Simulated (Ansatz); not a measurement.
# CH₅ClGeO: small, medium and large basis sets

How large a basis does CH₅ClGeO need? Two functionals are run in growing sets.

Method: one geometry, several basis sets; program: Ansatz 0.2.0, Gaussian basis.

The runs, in order: PBE0-D4/def2-SVP; ωB97M-V/def2-SVP; PBE0-D4/def2-QZVPP; ωB97M-V/def2-QZVPP; the functionals' def2-TZVPP values are taken from earlier runs.

### Step 1. Structure used throughout

An earlier PBE0-D4 in a triple-zeta def2 set relaxation fixed the geometry.

SMILES `[CH3][GeH]([OH])[Cl]`, 9 atoms, charge 0, spin multiplicity 1.

Atoms are counted from 1 here; the program's logs count them from 0.

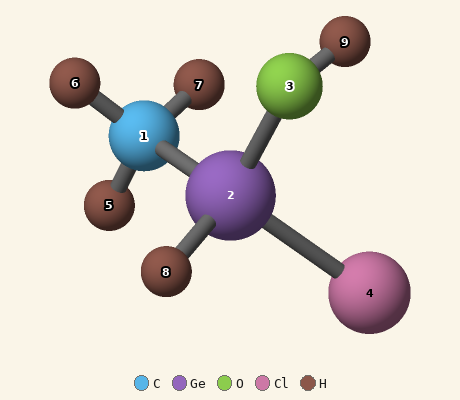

The structure; carbon blue, germanium purple, oxygen green, chlorine pink, hydrogen brown; atoms are numbered from 1 in the order of the file.

Geometry (Å):

```csv
atom,x (Å),y (Å),z (Å)
C1,-0.26332,1.16993,-0.35134
Ge2,-0.25962,-0.64328,0.32607
O3,1.30481,-1.09001,1.02265
Cl4,-0.63326,-1.95025,-1.35860
H5,-1.24065,1.40813,-0.77232
H6,-0.03895,1.86544,0.45877
H7,0.49064,1.27209,-1.13252
H8,-1.28413,-0.96635,1.41583
H9,2.01289,-1.11219,0.37446
```

### Step 2. PBE0-D4 in def2-SVP

Contents of in.yaml:

```yaml
crystal:
  periodic: [false, false, false]
  atoms:
    - {symbol: C, position_ang: [-0.263318, 1.169925, -0.351343]}
    - {symbol: Ge, position_ang: [-0.259619, -0.643283, 0.326066]}
    - {symbol: O, position_ang: [1.304808, -1.090014, 1.022650]}
    - {symbol: Cl, position_ang: [-0.633262, -1.950248, -1.358598]}
    - {symbol: H, position_ang: [-1.240649, 1.408126, -0.772318]}
    - {symbol: H, position_ang: [-0.038949, 1.865444, 0.458774]}
    - {symbol: H, position_ang: [0.490637, 1.272086, -1.132522]}
    - {symbol: H, position_ang: [-1.284133, -0.966349, 1.415830]}
    - {symbol: H, position_ang: [2.012886, -1.112187, 0.374461]}
basis:
  gaussian: {orbitals: def2-SVP}
hamiltonian: {xc: pbe0, dispersion: d4}
output: {orbitals: {seedname: orbitals}}
```

Command:

```sh
> ansatz run in.yaml --threads 4 --pin off --events-out ev --progress --plain --max-ram 10444MiB
```

Log:

```text
Functional definition: PBE0
  name "PBE0"
  cite "Adamo & Barone, J. Chem. Phys. 110, 6158 (1999) doi:10.1063/1.478522"
  cite "Perdew, Burke & Ernzerhof, Phys. Rev. Lett. 77, 3865 (1996) doi:10.1103/PhysRevLett.77.3865"
  parent pbe
  parameter a = 0.25
  parameter kappa = 0.804
  parameter beta = 0.06672455060314922
  exchange = (1 - a)*pbe_x(kappa = kappa, mu = beta*pi^2/3) + a*exact_x
  correlation = pbe_c(beta = beta)
1009 factors; integrals over basis functions are off by at most 1.4e-3 eV
mean field evaluation 1: about -72172.9354 eV, gradient 6.1e1 eV
mean field evaluation 2: about -72164.0966 eV, gradient 9.1e1 eV
mean field evaluation 4: about -72180.2350 eV, gradient 3.5e0 eV
mean field evaluation 8: about -72180.3622 eV, gradient 2.4e-1 eV
mean field evaluation 16: about -72180.3623 eV, gradient 2.1e-5 eV
mean field -72180.36234059 eV, -2652.5793904100 hartree, gradient 2.1e-5 eV, S^2 0.000000; 0 other end points of the search recorded, 0 dependent functions left out
reference -72180.36236537 eV, -2652.5793913204 hartree; 34, 34 occupied and 69, 69 virtual orbitals, 1009 factors
Total energy: -72180.51908799 eV, -2652.5851507707 hartree
```

It took 1.2 s on 4 threads of Arm Neoverse V2, shared host.

### Step 3. ωB97M-V in def2-SVP

in.yaml, as its differences from that of step 2:

```diff
@@ -14,3 +14,3 @@
   gaussian: {orbitals: def2-SVP}
-hamiltonian: {xc: pbe0, dispersion: d4}
+hamiltonian: {xc: {name: wB97M-V}}
 output: {orbitals: {seedname: orbitals}}
```

Same command.

Log, cut to the lines that bear on the results:

```text
Functional definition: wB97M-V
  name "wB97M-V"
  cite "Mardirossian & Head-Gordon, J. Chem. Phys. 144, 214110 (2016) doi:10.1063/1.4952647"
  cite "Becke, J. Chem. Phys. 107, 8554 (1997) doi:10.1063/1.475007"
  cite "Vydrov & Van Voorhis, J. Chem. Phys. 133, 244103 (2010) doi:10.1063/1.3521275"
  # Of w^i u^j: cxij and so on, Table III.
[...]
  gx(w, u) = 1 - cx + cx01*u + cx10*w
  gss(w, u) = css00 + css04*u^4 + css10*w + css20*w^2 + css43*w^4*u^3
  gos(w, u) = cos00 + cos10*w + (cos20 + cos21*u)*w^2 + (cos60 + cos61*u)*w^6
[...]
      + integral(e_c_pw_mod_opposite_spin*gos(b97_w_opposite, b97_u_opposite)) + vv10(b, c)
1009 factors; integrals over basis functions are off by at most 1.4e-3 eV
263 factors; integrals over basis functions are off by at most 8.2e-6 eV
[...]
mean field -72189.93280298 eV, -2652.9310984156 hartree, gradient 4.8e-5 eV, S^2 0.000000; 0 other end points of the search recorded, 0 dependent functions left out
reference -72189.93284040 eV, -2652.9310997909 hartree; 34, 34 occupied and 69, 69 virtual orbitals, 1009 factors
Total energy: -72189.93284040 eV, -2652.9310997909 hartree
```

It took 4.5 s on 4 threads of Arm Neoverse V2, shared host; peak memory 0.32 GiB.

### Step 4. PBE0-D4 in def2-QZVPP

in.yaml, as its differences from that of step 3:

```diff
@@ -13,4 +13,4 @@
 basis:
-  gaussian: {orbitals: def2-SVP}
-hamiltonian: {xc: {name: wB97M-V}}
+  gaussian: {orbitals: "def2-QZVPP.json"}
+hamiltonian: {xc: pbe0, dispersion: d4}
 output: {orbitals: {seedname: orbitals}}
```

Same command.

Log:

```text
Functional definition: PBE0
  name "PBE0"
  cite "Adamo & Barone, J. Chem. Phys. 110, 6158 (1999) doi:10.1063/1.478522"
  cite "Perdew, Burke & Ernzerhof, Phys. Rev. Lett. 77, 3865 (1996) doi:10.1103/PhysRevLett.77.3865"
  parent pbe
  parameter a = 0.25
  parameter kappa = 0.804
  parameter beta = 0.06672455060314922
  exchange = (1 - a)*pbe_x(kappa = kappa, mu = beta*pi^2/3) + a*exact_x
  correlation = pbe_c(beta = beta)
1589 factors; their error is unknown
mean field evaluation 1: about -72187.6541 eV, gradient 7.4e1 eV
mean field evaluation 2: about -72174.6242 eV, gradient 1.1e2 eV
mean field evaluation 4: about -72197.3121 eV, gradient 5.4e0 eV
mean field evaluation 8: about -72197.3707 eV, gradient 7.0e-2 eV
mean field evaluation 16: about -72197.5249 eV, gradient 1.3e-4 eV
mean field -72197.52489235 eV, -2653.2101025539 hartree, gradient 8.8e-6 eV, S^2 0.000000; 0 other end points of the search recorded, 0 dependent functions left out
reference -72197.52492811 eV, -2653.2101038681 hartree; 34, 34 occupied and 389, 389 virtual orbitals, 1589 factors
Total energy: -72197.68165074 eV, -2653.2158633184 hartree
```

Wall time 7.5 s (4 threads of Arm Neoverse V2, shared host); peak memory 1.6 GiB.

### Step 5. ωB97M-V in def2-QZVPP

in.yaml, as its differences from that of step 4:

```diff
@@ -14,3 +14,3 @@
   gaussian: {orbitals: "def2-QZVPP.json"}
-hamiltonian: {xc: pbe0, dispersion: d4}
+hamiltonian: {xc: {name: wB97M-V}}
 output: {orbitals: {seedname: orbitals}}
```

Launched as before.

Log, cut to the lines that bear on the results:

```text
Functional definition: wB97M-V
  name "wB97M-V"
  cite "Mardirossian & Head-Gordon, J. Chem. Phys. 144, 214110 (2016) doi:10.1063/1.4952647"
  cite "Becke, J. Chem. Phys. 107, 8554 (1997) doi:10.1063/1.475007"
  cite "Vydrov & Van Voorhis, J. Chem. Phys. 133, 244103 (2010) doi:10.1063/1.3521275"
  # Of w^i u^j: cxij and so on, Table III.
[...]
  gx(w, u) = 1 - cx + cx01*u + cx10*w
  gss(w, u) = css00 + css04*u^4 + css10*w + css20*w^2 + css43*w^4*u^3
  gos(w, u) = cos00 + cos10*w + (cos20 + cos21*u)*w^2 + (cos60 + cos61*u)*w^6
[...]
      + integral(e_c_pw_mod_opposite_spin*gos(b97_w_opposite, b97_u_opposite)) + vv10(b, c)
1561 factors; their error is unknown
329 factors; integrals over basis functions are off by at most 2.5e-5 eV
[...]
mean field -72207.12908198 eV, -2653.5630500126 hartree, gradient 2.2e-5 eV, S^2 0.000000; 0 other end points of the search recorded, 0 dependent functions left out
reference -72207.12913852 eV, -2653.5630520906 hartree; 34, 34 occupied and 389, 389 virtual orbitals, 1561 factors
Total energy: -72207.12913852 eV, -2653.5630520906 hartree
```

Run time: 17 s. Hardware: 4 threads of Arm Neoverse V2, shared host; peak memory 1.9 GiB.

### Step 6. Density functionals: the series

The def2-TZVPP values come from earlier runs at the same geometry.

```csv
functional,basis,functions,energy (eV),from the largest (eV),HOMO (eV),LUMO (eV)
PBE0-D4,def2-SVP,103,-72180.5191,17.163,-8.37,0.84
PBE0-D4,def2-TZVPP,222,-72195.8971,1.785,-8.52,0.40
PBE0-D4,def2-QZVPP,423,-72197.6817,0.000,-8.56,0.14
ωB97M-V,def2-SVP,103,-72189.9328,17.196,-10.58,2.74
ωB97M-V,def2-TZVPP,222,-72205.3954,1.734,-10.77,2.08
ωB97M-V,def2-QZVPP,423,-72207.1291,0.000,-10.81,1.48
```

### Step 7. Outcome

| quantity | value |
| --- | --- |
| PBE0-D4: double and triple zeta above quadruple | 17.16, 1.78 eV |
| ωB97M-V: double and triple zeta above quadruple | 17.20, 1.73 eV |

What this shows: For PBE0-D4 the step from double to triple zeta gains 15.38 eV and the next only 1.78 eV. Total energies overstate the basis error of differences, where much of it tends to cancel. The LUMO of ωB97M-V is positive and keeps falling with the basis (2.74 to 1.48 eV): an unbound level that the basis holds in place.

For PBE0-D4 the largest set took about 6 times as long as the smallest (7.5 s against 1.2 s).
